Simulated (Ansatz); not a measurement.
# Run report: CH9FOSi, nudged elastic band (part 2 of 2)

Continued. System: CH9FOSi. Method: RKS B3LYP-D4/def2-SVP (Ansatz 0.2.0). It belongs to a series of runs on one base structure; here: band between the two ends.

Geometry of the input (Å):
```
Si -0.6062  -0.8263  -1.0151
C  1.0550  0.0531  -0.9670
H  -0.5419  -2.0281  -1.9008
H  -1.7264  0.0408  -1.4602
H  -0.9484  -1.3711  0.3476
H  -0.3966  1.0402  1.7854
O  -0.9745  1.5301  1.1770
H  0.0083  -0.9953  1.5644
F  0.5422  -0.5586  2.2026
H  1.3415  0.4004  -1.9723
H  1.8484  -0.6119  -0.5919
H  0.9725  0.9187  -0.2969
H  -0.5741  2.4078  1.1274
```

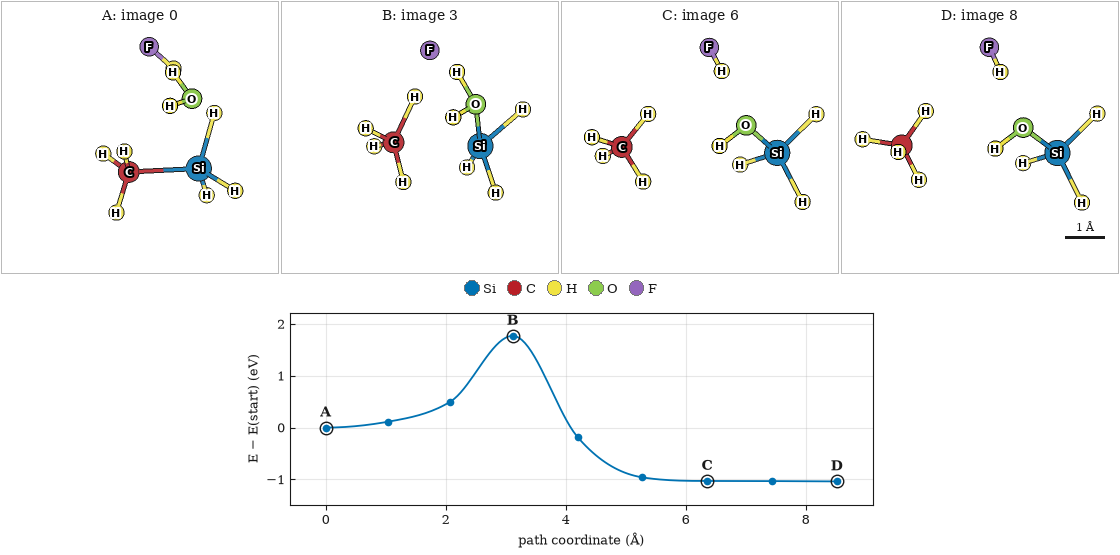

Fig. 1: Images of the last band (counted from 0; ball-and-stick, seen on its broad side) above the energy along the path; the line is a cubic interpolation that uses the forces. The highest image is number 3, 1.770 eV above the start and 2.809 eV above the end (the climbing image); the end lies 1.039 eV below the start. The path is 8.52 Å long. The band converged in 25 iterations.

```
Total energy: -13817.61010707 eV, -507.7878055223 hartree
Atom 0 at    -0.945364    -0.550077    -0.472427 Å, force     0.003292    -0.000522    -0.012887 eV/Å
Atom 1 at     1.212607     0.059637    -0.508389 Å, force    -0.003833     0.002809    -0.007682 eV/Å
Atom 2 at    -0.376463    -1.703928    -1.251371 Å, force    -0.000743    -0.001227    -0.001117 eV/Å
Atom 3 at    -1.619883     0.288547    -1.501832 Å, force     0.002589    -0.003594     0.003481 eV/Å
Atom 4 at    -1.844220    -1.251367     0.479500 Å, force    -0.001622    -0.003727     0.001225 eV/Å
Atom 5 at    -0.435415     0.501749     1.563731 Å, force     0.011883    -0.012562     0.009874 eV/Å
Atom 6 at    -1.084716     0.941676     0.845472 Å, force    -0.005298     0.018560     0.001848 eV/Å
Atom 7 at     0.809793    -0.301631     0.679355 Å, force     0.001100    -0.002502     0.005328 eV/Å
Atom 8 at     0.520209    -0.391827     1.903175 Å, force    -0.005207     0.005796    -0.002978 eV/Å
Atom 9 at     0.791886     0.461154    -1.446605 Å, force    -0.000278    -0.001355     0.000967 eV/Å
Atom 10 at     1.893496    -0.752585    -0.797241 Å, force     0.000523    -0.000632     0.002018 eV/Å
Atom 11 at     1.782167     0.903788    -0.079683 Å, force    -0.000124    -0.000763     0.001513 eV/Å
Atom 12 at    -0.704099     1.794661     0.586313 Å, force    -0.002281    -0.000282    -0.001589 eV/Å
Dipole moment:     0.117491     0.557140    -0.394232 e Å
this run last wrote the band of iteration 25 to [file]
```

**The last band as extended XYZ (Å, eV, eV/Å)**
```
13
Properties=species:S:1:pos:R:3:forces:R:3 image=0 energy=-13819.38032
Si   -0.6062   -0.8263   -1.0151    0.0044  -0.0103  -0.0005
C     1.0550    0.0531   -0.9670   -0.0012   0.0001   0.0019
H    -0.5419   -2.0281   -1.9008   -0.0006   0.0009   0.0009
H    -1.7264    0.0408   -1.4602   -0.0018   0.0026   0.0000
H    -0.9484   -1.3711    0.3476   -0.0015   0.0026  -0.0036
H    -0.3966    1.0402    1.7854   -0.0041   0.0035  -0.0036
O    -0.9745    1.5301    1.1770    0.0098  -0.0006   0.0051
H     0.0083   -0.9953    1.5644    0.0101   0.0050   0.0085
F     0.5422   -0.5586    2.2026   -0.0097  -0.0050  -0.0096
H     1.3415    0.4004   -1.9723   -0.0019   0.0024   0.0001
H     1.8484   -0.6119   -0.5919   -0.0014  -0.0001   0.0020
H     0.9725    0.9187   -0.2969    0.0004   0.0003  -0.0007
H    -0.5741    2.4078    1.1274   -0.0027  -0.0014  -0.0005
13
Properties=species:S:1:pos:R:3:forces:R:3 image=1 energy=-13819.26736
Si   -0.6947   -0.7269   -0.9309    0.0251  -0.0190  -0.0514
C     1.0602   -0.0098   -0.8475   -0.0029  -0.0011  -0.0443
H    -0.6247   -1.9071   -1.8459   -0.0275  -0.0170  -0.0623
H    -1.6874    0.2308   -1.4772   -0.0227  -0.0193   0.0168
H    -1.1324   -1.2772    0.3915    0.1038  -0.0180  -0.0030
H    -0.5928    0.9396    1.7450    0.0028   0.0526   0.0281
O    -1.1497    1.3483    1.0625    0.0011   0.0429   0.0268
H     0.4976   -0.8057    1.4235   -0.0875  -0.0842   0.0735
F     0.7288   -0.3696    2.2144    0.0194   0.0262   0.0413
H     1.2614    0.5126   -1.7957    0.0492   0.0001  -0.0388
H     1.8128   -0.8094   -0.7501    0.0060   0.0014  -0.0009
H     1.2057    0.7087   -0.0301   -0.0601  -0.0126  -0.0158
H    -0.6849    2.1655    0.8406   -0.0068   0.0482   0.0300
13
Properties=species:S:1:pos:R:3:forces:R:3 image=2 energy=-13818.87971
Si   -0.7891   -0.6545   -0.7208    0.1249  -0.0895  -0.1765
C     1.0476    0.0096   -0.6721   -0.1374  -0.0384  -0.1387
H    -0.5047   -1.8482   -1.5739   -0.0964  -0.1222  -0.2294
H    -1.6107    0.2831   -1.5297   -0.0121  -0.0287  -0.0058
H    -1.5445   -1.2211    0.4311    0.2435   0.0106  -0.0082
H    -0.5985    0.7207    1.6316   -0.1128   0.1711   0.0545
O    -1.1564    1.1601    0.9615   -0.0500   0.1689   0.0958
H     0.8782   -0.4405    1.1141    0.0630  -0.0942   0.3240
F     0.6759   -0.4626    2.0371    0.1433  -0.0373   0.0994
H     1.0338    0.5135   -1.6496    0.1647   0.0382  -0.1670
H     1.7956   -0.7962   -0.7613   -0.0751  -0.0207   0.0119
H     1.4478    0.7761    0.0170   -0.2656  -0.0806   0.0477
H    -0.6750    1.9599    0.7149    0.0101   0.1229   0.0924
13
Properties=species:S:1:pos:R:3:forces:R:3 image=3 energy=-13817.60987
Si   -0.9454   -0.5501   -0.4724    0.0033  -0.0005  -0.0129
C     1.2126    0.0596   -0.5084   -0.0038   0.0028  -0.0077
H    -0.3765   -1.7039   -1.2514   -0.0007  -0.0012  -0.0011
H    -1.6199    0.2885   -1.5018    0.0026  -0.0036   0.0035
H    -1.8442   -1.2514    0.4795   -0.0016  -0.0037   0.0012
H    -0.4354    0.5017    1.5637    0.0119  -0.0126   0.0099
O    -1.0847    0.9417    0.8455   -0.0053   0.0186   0.0018
H     0.8098   -0.3016    0.6794    0.0011  -0.0025   0.0053
F     0.5202   -0.3918    1.9032   -0.0052   0.0058  -0.0030
H     0.7919    0.4612   -1.4466   -0.0003  -0.0014   0.0010
H     1.8935   -0.7526   -0.7972    0.0005  -0.0006   0.0020
H     1.7822    0.9038   -0.0797   -0.0001  -0.0008   0.0015
H    -0.7041    1.7947    0.5863   -0.0023  -0.0003  -0.0016
13
Properties=species:S:1:pos:R:3:forces:R:3 image=4 energy=-13819.56147
Si   -1.3244   -0.4869   -0.4070   -0.5219   0.0800   0.0757
C     1.4787    0.1354   -0.5129    0.3655   0.0977   0.0127
H    -0.3740   -1.4939   -0.9812    0.0212   0.2935   0.3525
H    -1.8669    0.2186   -1.5911   -0.3205  -0.0836  -0.1391
H    -2.1959   -1.2965    0.4562   -0.4835  -0.0623  -0.0599
H    -0.2443    0.2534    1.7773    0.2538  -0.3548   0.2945
O    -1.0906    0.8346    0.6926   -0.0062  -0.1417  -0.2266
H     0.9825   -0.2173    0.3997    0.2218   0.1133  -0.3727
F     0.3675   -0.3793    2.1892   -0.2335   0.0101   0.3874
H     0.8149    0.4553   -1.3340    0.0452   0.0013   0.1653
H     2.0894   -0.6942   -0.8857    0.2748   0.0841  -0.1070
H     2.0801    0.9939   -0.2008    0.4078   0.1219  -0.1402
H    -0.7167    1.6766    0.3977   -0.0244  -0.1594  -0.2426
13
Properties=species:S:1:pos:R:3:forces:R:3 image=5 energy=-13820.34050
Si   -1.6369   -0.5049   -0.3583   -0.0680  -0.0034   0.0123
C     1.7745    0.2343   -0.5581    0.0619   0.0190  -0.0074
H    -0.5197   -1.4031   -0.7439   -0.0292   0.0182   0.0451
H    -2.2193    0.0876   -1.5948   -0.0686  -0.0258  -0.0038
H    -2.6306   -1.2567    0.4384   -0.0857   0.0045  -0.0030
H    -0.2749    0.1217    1.8557   -0.0082  -0.0268   0.0183
O    -1.1597    0.7805    0.6494   -0.0150  -0.0128  -0.0197
H     1.2890   -0.0805    0.3725    0.0623   0.0277  -0.0035
F     0.2522   -0.5054    2.3342   -0.0240  -0.0287   0.0293
H     1.0288    0.5421   -1.3075    0.0436   0.0205   0.0039
H     2.3456   -0.6105   -0.9669    0.0534   0.0188  -0.0167
H     2.4497    1.0755   -0.3514    0.0761   0.0196  -0.0294
H    -0.6986    1.5192    0.2307    0.0014  -0.0310  -0.0255
13
Properties=species:S:1:pos:R:3:forces:R:3 image=6 energy=-13820.41051
Si   -1.8902   -0.5236   -0.3230   -0.0018   0.0008   0.0004
C     2.0369    0.3252   -0.4907    0.0001   0.0002   0.0000
H    -0.8469   -1.4173   -0.8916   -0.0015  -0.0009  -0.0007
H    -2.7344    0.0092   -1.4299   -0.0023   0.0003   0.0008
H    -2.7206   -1.2323    0.6774   -0.0010   0.0000   0.0014
H    -0.3308    0.0414    1.7312   -0.0005  -0.0004  -0.0021
O    -1.1906    0.7759    0.5192    0.0020   0.0000  -0.0008
H     1.4797   -0.0334    0.3842    0.0011  -0.0003  -0.0002
F     0.1359   -0.6448    2.1886   -0.0002  -0.0004   0.0000
H     1.3484    0.7104   -1.2596    0.0016  -0.0008  -0.0002
H     2.6100   -0.5074   -0.9224    0.0029   0.0012   0.0012
H     2.7291    1.1252   -0.1910    0.0011   0.0014   0.0005
H    -0.6265    1.3714    0.0077   -0.0014  -0.0012  -0.0003
13
Properties=species:S:1:pos:R:3:forces:R:3 image=7 energy=-13820.41246
Si   -1.8823   -0.6032   -0.3372    0.0002   0.0002   0.0006
C     2.0305    0.4028   -0.4695    0.0008   0.0003   0.0000
H    -0.8211   -1.4853   -0.8915    0.0001  -0.0007   0.0002
H    -2.7435   -0.1138   -1.4508   -0.0001  -0.0009  -0.0003
H    -2.6927   -1.3095    0.6813    0.0000  -0.0003   0.0002
H    -0.3489    0.0536    1.7233    0.0002   0.0000   0.0002
O    -1.2064    0.7262    0.4758   -0.0005  -0.0010  -0.0018
H     1.4933    0.0643    0.4256   -0.0002   0.0006   0.0004
F     0.1455   -0.5916    2.2103   -0.0002   0.0010   0.0001
H     1.5280    1.2707   -0.9268    0.0010   0.0031   0.0020
H     2.0719   -0.4137   -1.2044   -0.0032   0.0004  -0.0013
H     3.0530    0.6972   -0.1945    0.0019  -0.0026   0.0000
H    -0.6272    1.3020   -0.0417   -0.0001   0.0000  -0.0001
13
Properties=species:S:1:pos:R:3:forces:R:3 image=8 energy=-13820.41906
Si   -1.8541   -0.6881   -0.3432    0.0031   0.0090   0.0131
C     2.0032    0.4790   -0.4314    0.0009   0.0045   0.0047
H    -0.7908   -1.6159   -0.8110    0.0005  -0.0004  -0.0056
H    -2.6889   -0.2721   -1.5058    0.0005  -0.0010  -0.0041
H    -2.6901   -1.3148    0.7058   -0.0043  -0.0025   0.0036
H    -0.3482    0.0920    1.6866    0.0010  -0.0004   0.0014
O    -1.1856    0.6926    0.3871   -0.0048  -0.0085  -0.0173
H     1.5299    0.0685    0.4698    0.0026   0.0002  -0.0034
F     0.1229   -0.5359    2.2175    0.0013  -0.0003   0.0030
H     1.8558    1.5699   -0.4769    0.0018  -0.0076  -0.0017
H     1.5753    0.0086   -1.3294    0.0018   0.0021   0.0007
H     3.0830    0.2747   -0.4038   -0.0061   0.0011  -0.0008
H    -0.6124    1.2413   -0.1655    0.0016   0.0038   0.0066
```
